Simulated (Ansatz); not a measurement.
# UCCSD/def2-SVP run of C2H3Cl2Si (SMILES [H]/[C]=C/[SiH](Cl)Cl)

Aim: the vertical ionisation energy of C2H3Cl2Si at UCCSD/def2-SVP, from 2 runs. 

Program for the calculation: Ansatz 0.2.0.

61 further runs of the same task are left out: 61 set aside as unsound or not needed.

### Step 1. The molecule

C2H3Cl2Si: 8 atoms, total charge 0, spin state doublet. As SMILES, `[H]/[C]=C/[SiH](Cl)Cl`. The shape is that of a PBE0-D4/def2-TZVP optimisation. This is one conformer, not always the lowest.

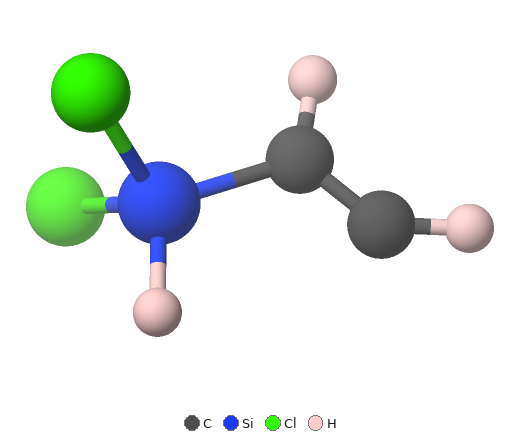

The structure, seen from a chosen angle (carbon dark grey, silicon blue, chlorine green, hydrogen pink).

### Step 2. The energy at UCCSD/def2-SVP

molecule.yaml reads:

```yaml
crystal:
  periodic: [false, false, false]
  atoms:
    - symbol: C
      position_ang: [-0.467200, 1.549800, 0.659300]
    - symbol: C
      position_ang: [-0.193600, 0.279100, 0.737900]
    - symbol: Si
      position_ang: [0.301600, -0.635800, -0.791100]
    - symbol: Cl
      position_ang: [-1.013100, -2.166600, -1.130900]
    - symbol: Cl
      position_ang: [2.164100, -1.443500, -0.534600]
    - symbol: H
      position_ang: [-0.772500, 2.376400, 1.285600]
    - symbol: H
      position_ang: [-0.249600, -0.262100, 1.689000]
    - symbol: H
      position_ang: [0.322500, 0.245600, -1.971100]
basis:
  gaussian:
    orbitals: def2-SVP
magnetization:
  spin_polarized: true
  initial_magnetization: 1
correlation:
  method: ccsd
  frozen_orbitals: {C: 1, Cl: 5, H: 0, Si: 5}
accuracy: high
scf:
  omitted_lower_state_checks: [cluster_reference, increment]
```

The run is started by

```sh
$ ansatz run molecule.yaml --threads 1 --pin off --max-ram 3480MiB --events-out events.jsonl --progress --plain --runs-dir runs
```

The log of the run, cut to the lines that bear on the results:

```text
Warning: RAYON_NUM_THREADS=1 ignored (pool sized by the plan → 1); use --threads N
Functional definition: HF
  name "HF"
[...]
2058 factors; integrals over basis functions are off by at most 5.3e-9 eV
[...]
mean field -34966.79873636 eV, -1285.0061522138 hartree, gradient 2.2e-8 eV, S^2 0.928654; 0 other end points of the search recorded, 0 dependent functions left out
17 core orbitals not correlated: weight in the atoms' cores, before any rotation towards them, 1.000 or more for the frozen orbitals, at most 0.000 for the correlated occupied ones
reference -34966.79873636 eV, -1285.0061522138 hartree; 15, 14 occupied and 65, 66 virtual orbitals, 2058 factors
second order -15.68890528 eV of doubles, -0.00000000 eV of singles
cycle   1  -16.73824008 eV  change    -1.0e0 eV  update   9.9e-2
[...]
cycle  24  -17.39777079 eV  change    2.3e-9 eV  update   1.8e-9
Total energy: -34984.19650715 eV, -1285.6455084978 hartree
Checks for a lower state left out: cluster_reference, increment
```

Run time: 69 s. Hardware: 1 thread of Arm Neoverse V1, shared host; peak memory 1.1 GiB.

### Step 3. The singlet cation, same level

in.yaml reads:

```yaml
basis:
  gaussian: {orbitals: def2-SVP}
crystal:
  periodic: [false, false, false]
  atoms:
    - symbol: C
      position_ang: [-0.467200, 1.549800, 0.659300]
    - symbol: C
      position_ang: [-0.193600, 0.279100, 0.737900]
    - symbol: Si
      position_ang: [0.301600, -0.635800, -0.791100]
    - symbol: Cl
      position_ang: [-1.013100, -2.166600, -1.130900]
    - symbol: Cl
      position_ang: [2.164100, -1.443500, -0.534600]
    - symbol: H
      position_ang: [-0.772500, 2.376400, 1.285600]
    - symbol: H
      position_ang: [-0.249600, -0.262100, 1.689000]
    - symbol: H
      position_ang: [0.322500, 0.245600, -1.971100]
total_charge: 1
correlation: {method: ccsd, frozen_orbitals: {C: 1, Cl: 5, H: 0, Si: 5}}
accuracy: high
scf: {omitted_lower_state_checks: [cluster_reference, increment]}
```

The run is started by

```sh
$ ansatz run in.yaml --threads 1 --pin off --max-ram 3480MiB --events-out events.jsonl --progress --plain --runs-dir runs
```

The log of the run, cut to the lines that bear on the results:

```text
Warning: RAYON_NUM_THREADS=1 ignored (pool sized by the plan → 1); use --threads N
Functional definition: HF
  name "HF"
[...]
2057 factors; integrals over basis functions are off by at most 5.3e-9 eV
[...]
mean field -34957.41028672 eV, -1284.6611330534 hartree, gradient 1.8e-8 eV, S^2 0.000000; 0 other end points of the search recorded, 0 dependent functions left out; unrestricted orbitals would lower it
17 core orbitals not correlated: weight in the atoms' cores, before any rotation towards them, 1.000 or more for the frozen orbitals, at most 0.000 for the correlated occupied ones
reference -34957.41028672 eV, -1284.6611330534 hartree; 14, 14 occupied and 66, 66 virtual orbitals, 2057 factors
second order -16.06409738 eV of doubles, -0.00000000 eV of singles
cycle   1  -16.94854765 eV  change   -8.8e-1 eV  update   1.2e-1
[...]
cycle  31  -17.64773974 eV  change  -2.5e-11 eV  update   1.8e-9
Total energy: -34975.05802647 eV, -1285.3096755269 hartree
Checks for a lower state left out: cluster_reference, increment
```

Run time: 24 s. Hardware: 1 thread of Arm Neoverse V1, shared host; peak memory 0.55 GiB.

### Step 4. Results

At UCCSD/def2-SVP, 17 core orbitals frozen:

| quantity | value |
| --- | --- |
| doublet C2H3Cl2Si: total energy | -1285.64551 Eh |
| doublet C2H3Cl2Si: correlation energy (17 core orbitals frozen) | -639.4 mEh |
| doublet C2H3Cl2Si: ⟨S²⟩ of the reference determinant | 0.929 |
| doublet C2H3Cl2Si: T1 diagnostic | 0.026 |
| singlet cation: total energy | -1285.30968 Eh |
| singlet cation: correlation energy (17 core orbitals frozen) | -648.5 mEh |
| singlet cation: T1 diagnostic | 0.030 |
| vertical ionisation energy (to the singlet cation) | 9.138 eV |

In words: The vertical ionisation energy comes to 9.14 eV (882 kJ/mol). Only the singlet of the ionised species was computed; a triplet could lie lower. ⟨S²⟩ (doublet C2H3Cl2Si) is 0.93 where a pure doublet has 0.75: the reference is spin-contaminated. The T1 diagnostic (singlet cation) of 0.030 is above the customary mark for such species, so a single reference may not serve. The restricted solution (singlet cation) is unstable to spin breaking: an unrestricted one lies lower.
